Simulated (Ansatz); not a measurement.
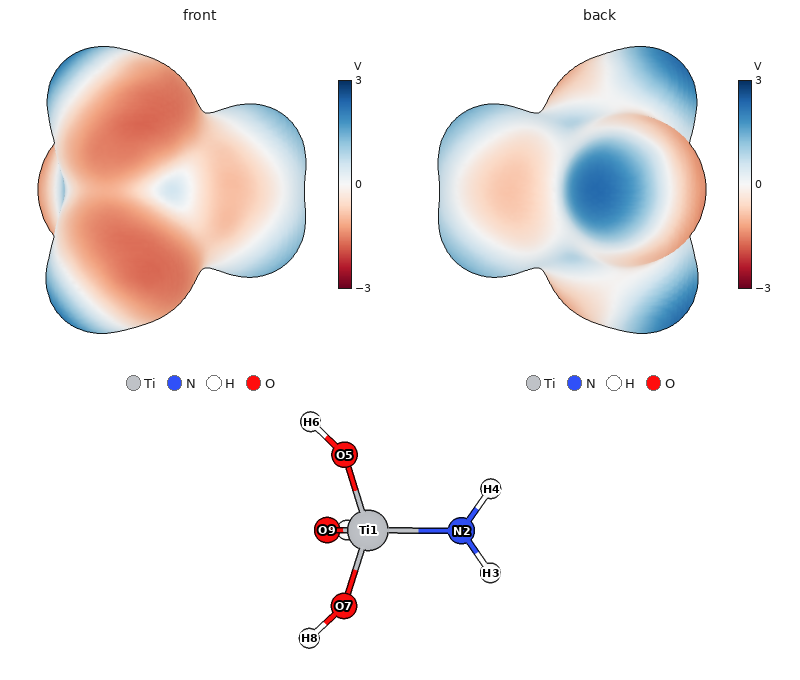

H5NO3Ti. The electrostatic potential painted on the density surface at 0.002 e/bohr³, seen from the front and from behind; the colour scale runs from red (negative) to blue (positive). The bare structure is drawn below in the same view.

These are results of Ansatz, RKS PBE0-D4/def2-SVP, not measurements.

Input

```
crystal:
  periodic: [false, false, false]
  atoms:
    - { symbol: Ti, position_ang: [0.0, 0.0, 0.0] }
    - { symbol: "N", position_ang: [0.0, 0.0, 2.06] }
    - { symbol: H, position_ang: [-0.877, -0.2713, 2.59] }
    - { symbol: H, position_ang: [0.877, 0.2713, 2.59] }
    - { symbol: O, position_ang: [1.8106, 0.0, -0.6394] }
    - { symbol: H, position_ang: [2.1269, -0.9521, -0.756] }
    - { symbol: O, position_ang: [-0.9043, 1.5667, -0.6394] }
    - { symbol: H, position_ang: [-1.8621, 1.336, -0.8617] }
    - { symbol: O, position_ang: [-0.9043, -1.5667, -0.6394] }
    - { symbol: H, position_ang: [-1.359, -2.0324, 0.133] }
basis:
  gaussian: { orbitals: def2-SVP }
hamiltonian:
  xc: pbe0
  dispersion: d4
relax:
  f_tol: 0.02
  max_steps: 40
output:
  orbitals: {}
```

Launched as:

```sh
ansatz run input.yaml --threads 2 --pin off --max-ram 3072MiB --backend cpu --events-out ev --progress --plain --runs-dir out
```

The fields are those of the run's last geometry, not of the input's.

Which sites attract a positive test charge, and which a negative one?

A positive charge is drawn to the negative regions and a negative charge to the positive ones. The most negative region (about −1.7 V) lies over O5 and O7, the most positive (about +2.2 V) over H6, H8 and H10.
